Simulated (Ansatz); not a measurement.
# Si$_{2}$H$_{6}$S: frequency calculation

The run: frequency calculation of Si$_{2}$H$_{6}$S. Method and program: RKS PBE0-D4/def2-TZVP (Ansatz 0.2.0).

The geometry comes from this level: PBE0-D4/def2-TZVP. Figures and captions count atoms from 1; the log counts them from 0 in places.

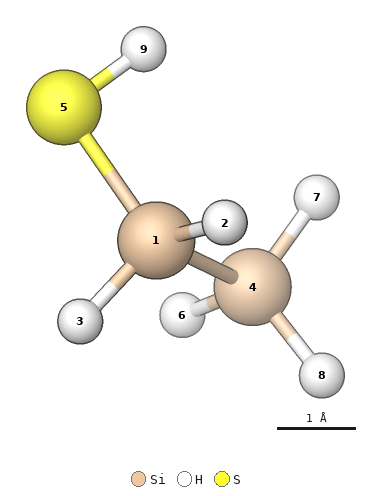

*The structure as given in the input (ball-and-stick view, seen at a tilt; atoms are numbered from 1 in the order of the input).*

The input:
```yaml
crystal:
  periodic: [false, false, false]
  atoms:
    - {symbol: Si, position_ang: [-0.655901, 0.604789, -0.992277]}
    - {symbol: H, position_ang: [-0.485418, 1.936678, -1.635198]}
    - {symbol: H, position_ang: [-2.026766, 0.111887, -1.284004]}
    - {symbol: Si, position_ang: [-0.268169, 0.740757, 1.309399]}
    - {symbol: S, position_ang: [0.634125, -0.862976, -1.878130]}
    - {symbol: H, position_ang: [-0.581079, -0.562797, 1.951423]}
    - {symbol: H, position_ang: [1.168873, 1.056787, 1.536918]}
    - {symbol: H, position_ang: [-1.095986, 1.808301, 1.934729]}
    - {symbol: H, position_ang: [1.767388, -0.316585, -1.405545]}
basis:
  gaussian: {orbitals: def2-TZVP}
hamiltonian: {xc: pbe0, dispersion: d4}
phonons: {temperatures: {t_min: 298.15, t_max: 900, t_step: 200}}
```

Hardware: 4 threads of Arm Neoverse V1, 23 GiB of memory available, shared host.

Run as:
```bash
ansatz run in.yaml --threads 4 --pin off --events-out ev --progress --plain --max-ram 9574MiB
```

Output:
```
Functional definition: PBE0
  name "PBE0"
  cite "Adamo & Barone, J. Chem. Phys. 110, 6158 (1999) doi:10.1063/1.478522"
  cite "Perdew, Burke & Ernzerhof, Phys. Rev. Lett. 77, 3865 (1996) doi:10.1103/PhysRevLett.77.3865"
  parent pbe
  parameter a = 0.25
  parameter kappa = 0.804
  parameter beta = 0.06672455060314922
  exchange = (1 - a)*pbe_x(kappa = kappa, mu = beta*pi^2/3) + a*exact_x
  correlation = pbe_c(beta = beta)
1071 factors; their error is unknown
mean field evaluation 1: about -26678.4916 eV, gradient 1.4e1 eV
mean field evaluation 2: about -26678.9097 eV, gradient 1.0e1 eV
mean field evaluation 4: about -26679.1367 eV, gradient 4.9e-1 eV
mean field evaluation 8: about -26679.2266 eV, gradient 1.3e-1 eV
mean field -26679.22658702 eV, -980.4434932438 hartree, gradient 5.6e-5 eV, S^2 0.000000; 0 other end points of the search recorded, 0 dependent functions left out
the calculation of the forces begins
reference -26679.22662064 eV, -980.4434944791 hartree; 25, 25 occupied and 122, 122 virtual orbitals, 1071 factors
these checks for a lower state are left out or cut short: stability, starts, cluster_reference, orbital_swaps, neighbouring_geometries, increment
1071 factors; their error is unknown
mean field evaluation 16: about -26679.1375 eV, gradient 1.6e-1 eV
mean field -26679.22649936 eV, -980.4434900223 hartree, gradient 9.5e-7 eV, S^2 0.000000; 0 other end points of the search recorded, 0 dependent functions left out
[... from here on the field's lines of each further geometry are left out, up to the last ...]
the calculation of the forces begins
reference -26679.22659935 eV, -980.4434936969 hartree; 25, 25 occupied and 122, 122 virtual orbitals, 1071 factors
these checks for a lower state are left out or cut short: stability, starts, cluster_reference, orbital_swaps, neighbouring_geometries, increment
1071 factors; their error is unknown
mean field -26679.22658531 eV, -980.4434931807 hartree, gradient 2.6e-6 eV, S^2 0.000000; 0 other end points of the search recorded, 0 dependent functions left out
the calculation of the forces begins
reference -26679.22661892 eV, -980.4434944161 hartree; 25, 25 occupied and 122, 122 virtual orbitals, 1071 factors
Total energy: -26679.40213768 eV, -980.4499446115 hartree
Atom 0 at    -0.655901     0.604789    -0.992277 Å, force     0.001165     0.001252     0.001076 eV/Å
Atom 1 at    -0.485418     1.936678    -1.635198 Å, force    -0.000905    -0.000283    -0.000067 eV/Å
Atom 2 at    -2.026766     0.111887    -1.284004 Å, force     0.001717    -0.000362    -0.000475 eV/Å
Atom 3 at    -0.268169     0.740757     1.309399 Å, force    -0.000085    -0.001625     0.003402 eV/Å
Atom 4 at     0.634125    -0.862976    -1.878130 Å, force     0.001482     0.001169     0.000398 eV/Å
Atom 5 at    -0.581079    -0.562797     1.951423 Å, force     0.001098     0.004106    -0.001721 eV/Å
Atom 6 at     1.168873     1.056787     1.536918 Å, force    -0.003041    -0.000332    -0.000458 eV/Å
Atom 7 at    -1.095986     1.808301     1.934729 Å, force     0.001973    -0.002481    -0.001748 eV/Å
Atom 8 at     1.767388    -0.316585    -1.405545 Å, force    -0.003404    -0.001444    -0.000405 eV/Å
Dipole moment:     0.041924     0.164879     0.131026 e Å
Vibrations: 104.24 116.56 180.42 351.31 409.88 501.95 517.30 543.07 659.10 761.55 826.55 880.38 926.35 934.48 940.37 2203.01 2212.87 2220.06 2229.67 2235.47 2707.25 cm⁻¹, zero-point energy 1.392457 eV
```

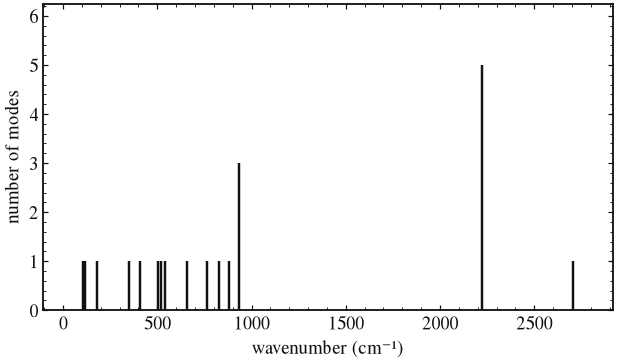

*Harmonic vibrational wavenumbers from the force constants; neighbouring modes closer than 12 cm⁻¹ are counted in one stick.*

21 modes from 104 to 2707 cm⁻¹, none imaginary.

Key numbers:

- outcome: converged
- total energy: −26679.4021 eV
- mean-field energy: −26679.2266 eV
- dispersion energy: −0.1755 eV
- largest force (length of the vector): 0.005 eV/Å
- dipole moment: 1.03 D
- wall time: 57 s (CPU time 3.5 min)
- peak memory: 0.53 GiB
